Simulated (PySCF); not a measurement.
# One shape, several levels: MgF2 (SMILES [F][Mg][F])

We compute a comparison of 4 runs (HF/pc-1, USVWN-RPA/6-311++G**) of MgF2. 

The calculation is run with PySCF 2.14.0.

6 further runs of the same task are left out: 3 that didn't finish, 3 set aside as unsound or not needed.

### Step 1. The system as given

The species is MgF2 (3 atoms), meant as a singlet with charge 0. SMILES: `[F][Mg][F]`. Geometry: relaxed at PBE0-D4/def2-TZVP.

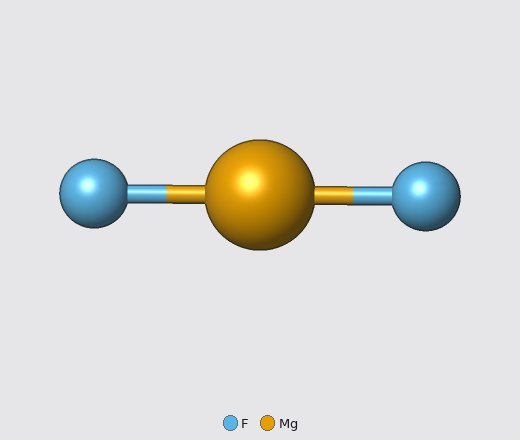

Viewed from a chosen angle; fluorine blue, magnesium amber.

### Step 2. The energy at HF/pc-1 (density fitting) (run 1)

job.py

```python
from pyscf import gto

molecule = gto.M(
    atom='''
F       -1.414800       0.734800      -0.700800
Mg      -0.003600      -0.021600      -0.004400
F        1.407500      -0.778000       0.691900
''',
    max_memory=1860,
    symmetry=True,
    charge=0,
    verbose=3,
    basis='pc-1',
)

myscf = molecule.RHF()
myscf = myscf.density_fit()
myscf.kernel()

etot = myscf.e_tot
print('E = %.10f Eh' % etot)
dip = myscf.dip_moment()
pop, q = myscf.mulliken_pop()
```

On the command line:

```bash
OMP_NUM_THREADS=1 python job.py
```

What it wrote:

```text
WARN: Even tempered Gaussians are generated as DF auxbasis for  Mg F

converged SCF energy = -398.535457879155
E = -398.5354578792 Eh
Dipole moment(X, Y, Z, Debye):  0.00037,  0.00004,  0.00041
 ** Mulliken pop  **
pop of  0 F 1s            1.99812
pop of  0 F 2s            0.80332
pop of  0 F 3s            1.16611
pop of  0 F 2px           1.12599
pop of  0 F 2py           1.14300
pop of  0 F 2pz           1.14405
pop of  0 F 3px           0.80337
pop of  0 F 3py           0.81124
pop of  0 F 3pz           0.81173
pop of  0 F 3dxy          0.00069
pop of  0 F 3dyz          0.00028
pop of  0 F 3dz^2         0.00040
pop of  0 F 3dxz          0.00067
pop of  0 F 3dx2-y2       0.00069
pop of  1 Mg 1s           2.00020
pop of  1 Mg 2s           1.99974
pop of  1 Mg 3s           0.13887
pop of  1 Mg 4s           0.00503
pop of  1 Mg 2px          2.00485
pop of  1 Mg 2py          2.00347
pop of  1 Mg 2pz          2.00339
pop of  1 Mg 3px          0.08283
pop of  1 Mg 3py          0.07149
pop of  1 Mg 3pz          0.07079
pop of  2 F 1s            1.99812
pop of  2 F 2s            0.80332
pop of  2 F 3s            1.16612
pop of  2 F 2px           1.12601
pop of  2 F 2py           1.14301
pop of  2 F 2pz           1.14405
pop of  2 F 3px           0.80337
pop of  2 F 3py           0.81124
pop of  2 F 3pz           0.81173
pop of  2 F 3dxy          0.00069
pop of  2 F 3dyz          0.00028
pop of  2 F 3dz^2         0.00040
pop of  2 F 3dxz          0.00067
pop of  2 F 3dx2-y2       0.00069
 ** Mulliken atomic charges  **
charge of    0F =     -0.80966
charge of    1Mg =      1.61935
charge of    2F =     -0.80968
```

Run time: 1.1 s. Hardware: 1 thread of Intel Xeon Platinum 8488C (Sapphire Rapids), shared host; peak memory 0.12 GiB.

### Step 3. A single-point energy at HF/pc-1 (sfX2C, density fitting) (run 2)

job.py

```python
# [F][Mg][F]
from pyscf import gto

mol = gto.M(
    atom='F -1.414800 0.734800 -0.700800; Mg -0.003600 -0.021600 -0.004400; F 1.407500 -0.778000 0.691900',
    basis='pc-1',
    spin=0,
    max_memory=1860,
    symmetry=True,
    verbose=3,
    charge=0,
)

myscf = mol.RHF()
myscf = myscf.x2c()
myscf = myscf.density_fit()
myscf.kernel()

etot = myscf.e_tot
print('Final energy', etot)
myscf.analyze()
```

On the command line:

```bash
OMP_NUM_THREADS=1 python job.py
```

What it wrote:

```text
WARN: Even tempered Gaussians are generated as DF auxbasis for  Mg F

converged SCF energy = -398.986447554295
Final energy -398.98644755429456
Wave-function symmetry id = 0
occupancy for each irrep:     A1  E1x  E1y  E2x  E2y
                               9    3    3    0    0
**** MO energy ****
MO #1 (A1 #1), energy= -49.1600611456155 occ= 2
MO #2 (A1 #2), energy= -26.2008286251265 occ= 2
MO #3 (A1 #3), energy= -26.2007623248355 occ= 2
MO #4 (A1 #4), energy= -3.83696885577539 occ= 2
MO #5 (A1 #5), energy= -2.3514449525857 occ= 2
MO #6 (E1x #1), energy= -2.35131032508217 occ= 2
MO #7 (E1y #1), energy= -2.35131032508217 occ= 2
MO #8 (A1 #6), energy= -1.47671024330447 occ= 2
MO #9 (A1 #7), energy= -1.47061209405622 occ= 2
MO #10 (A1 #8), energy= -0.594855616418786 occ= 2
MO #11 (A1 #9), energy= -0.572865398270471 occ= 2
MO #12 (E1x #2), energy= -0.563607916949174 occ= 2
MO #13 (E1y #2), energy= -0.563607916949174 occ= 2
MO #14 (E1x #3), energy= -0.558002666470601 occ= 2
MO #15 (E1y #3), energy= -0.558002666470601 occ= 2
MO #16 (A1 #10), energy= 0.0338459557290793 occ= 0
MO #17 (E1x #4), energy= 0.179246255387461 occ= 0
MO #18 (E1y #4), energy= 0.179246255387461 occ= 0
MO #19 (A1 #11), energy= 0.293351409865451 occ= 0
MO #20 (A1 #12), energy= 0.408313737456025 occ= 0
MO #21 (E1x #5), energy= 1.33680185392678 occ= 0
MO #22 (E1y #5), energy= 1.33680185392678 occ= 0
MO #23 (A1 #13), energy= 1.4200530093485 occ= 0
MO #24 (E1x #6), energy= 1.44917124973587 occ= 0
MO #25 (E1y #6), energy= 1.44917124973587 occ= 0
MO #26 (A1 #14), energy= 1.5080480345894 occ= 0
MO #27 (A1 #15), energy= 2.15975629779805 occ= 0
MO #28 (A1 #16), energy= 2.61696355056211 occ= 0
MO #29 (E1x #7), energy= 2.83853913954047 occ= 0
MO #30 (E1y #7), energy= 2.83853913954047 occ= 0
MO #31 (A1 #17), energy= 2.83997675455967 occ= 0
MO #32 (A1 #18), energy= 2.85285290487769 occ= 0
MO #33 (E2x #1), energy= 2.86860722943745 occ= 0
MO #34 (E2y #1), energy= 2.86860722943745 occ= 0
MO #35 (E2x #2), energy= 2.86864592018282 occ= 0
MO #36 (E2y #2), energy= 2.86864592018282 occ= 0
MO #37 (E1x #8), energy= 2.86892708130984 occ= 0
MO #38 (E1y #8), energy= 2.86892708130984 occ= 0
 ** Mulliken atomic charges  **
charge of    0F =     -0.86706
charge of    1Mg =      1.73413
charge of    2F =     -0.86707
Dipole moment(X, Y, Z, Debye):  0.00037,  0.00004,  0.00041
```

Wall time 1.3 s (1 thread of Intel Xeon Platinum 8488C (Sapphire Rapids), shared host); peak memory 0.12 GiB.

### Step 4. A single-point energy at USVWN-RPA/6-311++G(d,p) (SMD acetone) (run 3)

input.py

```python
from pyscf import gto, dft, solvent

mol = gto.M(
    atom='''
F     -2.673585     1.388571    -1.324320
Mg    -0.006803    -0.040818    -0.008315
F      2.659790    -1.470207     1.307502
''',
    max_memory=1860,
    basis='6-311++g**',
    spin=0,
    verbose=4,
    unit='bohr',
)

mf = dft.UKS(mol, xc='lda,vwn_rpa')
mf = mf.SMD()
mf.with_solvent.solvent = 'acetone'
mf.conv_tol = 1e-08
mf.diis_space = 6
mf.kernel()

e_tot = mf.e_tot
print(f'total energy: {e_tot:.8f} hartree')
```

On the command line:

```bash
OMP_NUM_THREADS=1 python input.py
```

What it wrote:

```text
PySCF version 2.14.0

[INPUT] num. atoms = 3
[INPUT] num. electrons = 30
[INPUT] charge = 0
[INPUT] spin (= nelec alpha-beta = 2S) = 0
[INPUT] symmetry False subgroup None
[INPUT] Mole.unit = bohr
[INPUT] Symbol           X                Y                Z      unit          X                Y                Z       unit  Magmom
[INPUT]  1 F     -1.414800253458   0.734800128944  -0.700799963966 AA   -2.673585000000   1.388571000000  -1.324320000000 Bohr   0.0
[INPUT]  2 Mg    -0.003599992566  -0.021599955395  -0.004400108509 AA   -0.006803000000  -0.040818000000  -0.008315000000 Bohr   0.0
[INPUT]  3 F      1.407500253833  -0.778000039735   0.691900261632 AA    2.659790000000  -1.470207000000   1.307502000000 Bohr   0.0

[... 61 lines left out ...]
Solvent Energy = -0.0752404084487991
[... 13 lines left out ...]
Solvent Energy = -0.0617417679177686
[... 13 lines left out ...]
Solvent Energy = -0.0607984069037179
[... 13 lines left out ...]
Solvent Energy = -0.0609572783623761
[... 13 lines left out ...]
Solvent Energy = -0.0609598350658291
[... 8 lines left out ...]
converged SCF energy = -398.409556735876  <S^2> = -3.5527137e-15  2S+1 = 1
total energy: -398.40955674 hartree
```

Run time: 12 s. Hardware: 1 thread of Intel Xeon Platinum 8488C (Sapphire Rapids), shared host; peak memory 0.33 GiB.

### Step 5. A single-point energy at USVWN-RPA/6-311++G(d,p) (Cartesian functions, SMD acetone) (run 4)

run.py

```python
from pyscf import gto, dft, solvent

mol = gto.M(
    atom='''
F     -2.673585     1.388571    -1.324320
Mg    -0.006803    -0.040818    -0.008315
F      2.659790    -1.470207     1.307502
''',
    verbose=4,
    max_memory=1860,
    basis='6-311++g**',
    unit='bohr',
    cart=True,
)

calc0 = dft.UKS(mol, xc='lda,vwn_rpa')
calc0 = calc0.SMD()
calc0.with_solvent.solvent = 'acetone'
calc0.kernel()

energy = calc0.e_tot
print('Final energy', energy)
```

On the command line:

```bash
OMP_NUM_THREADS=1 python run.py
```

What it wrote:

```text
PySCF version 2.14.0

[INPUT] num. atoms = 3
[INPUT] num. electrons = 30
[INPUT] charge = 0
[INPUT] spin (= nelec alpha-beta = 2S) = 0
[INPUT] symmetry False subgroup None
[INPUT] Mole.unit = bohr
[INPUT] Cartesian GTO integrals (6d 10f)
[INPUT] Symbol           X                Y                Z      unit          X                Y                Z       unit  Magmom
[INPUT]  1 F     -1.414800253458   0.734800128944  -0.700799963966 AA   -2.673585000000   1.388571000000  -1.324320000000 Bohr   0.0
[INPUT]  2 Mg    -0.003599992566  -0.021599955395  -0.004400108509 AA   -0.006803000000  -0.040818000000  -0.008315000000 Bohr   0.0
[INPUT]  3 F      1.407500253833  -0.778000039735   0.691900261632 AA    2.659790000000  -1.470207000000   1.307502000000 Bohr   0.0

[... 54 lines left out ...]
Solvent Energy = -0.00492448392610715
[... 13 lines left out ...]
Solvent Energy = -0.0177069505504051
[... 13 lines left out ...]
Solvent Energy = -0.0608251200313478
[... 13 lines left out ...]
Solvent Energy = -0.0609797018155041
[... 13 lines left out ...]
Solvent Energy = -0.0609981560366008
[... 13 lines left out ...]
Solvent Energy = -0.0609990940085253
[... 8 lines left out ...]
converged SCF energy = -398.41516038132  <S^2> = -3.5527137e-15  2S+1 = 1
Final energy -398.41516038132045
```

Run time: 12 s. Hardware: 1 thread of Intel Xeon Platinum 8488C (Sapphire Rapids), shared host; peak memory 0.34 GiB.

### Step 6. All runs side by side

```
run                                                    level  integral approximation  SCF convergence threshold  energy (Eh)  dipole moment (D)  HOMO energy (eV)  LUMO energy (eV)  wall time
  1                                HF/pc-1 (density fitting)                    auto                      1e-09  -398.535458               0.00            -15.19              0.93      1.1 s
  2                         HF/pc-1 (sfX2C, density fitting)                    auto                      1e-09  -398.986448               0.00            -15.18              0.92      1.3 s
  3                       USVWN-RPA/6-311++G** (SMD acetone)                    none                      1e-08  -398.409557               0.00             -8.65             -1.63       12 s
  4  USVWN-RPA/6-311++G** (Cartesian functions, SMD acetone)                    none                      1e-09  -398.415160               0.00             -8.65             -1.63       12 s
```

### Step 7. What came out

| quantity | value |
| --- | --- |
| run 4: total energy | -398.41516 Eh |
| run 4: dipole moment | 0.00 D |
| run 4: HOMO energy | -8.65 eV |
| run 4: LUMO energy | -1.63 eV |
| run 4: HOMO–LUMO gap | 7.02 eV |
| run 4: solvent term in the energy | -160.2 kJ/mol |

The HOMO–LUMO gap runs from 7.02 eV (USVWN-RPA/6-311++G**) to 16.12 eV (HF/pc-1). The two ends differ in method and basis and solvent. Some runs of one species differ in core potentials or relativity; totals across that change don't compare. All runs together took 26 s, the longest 12 s.
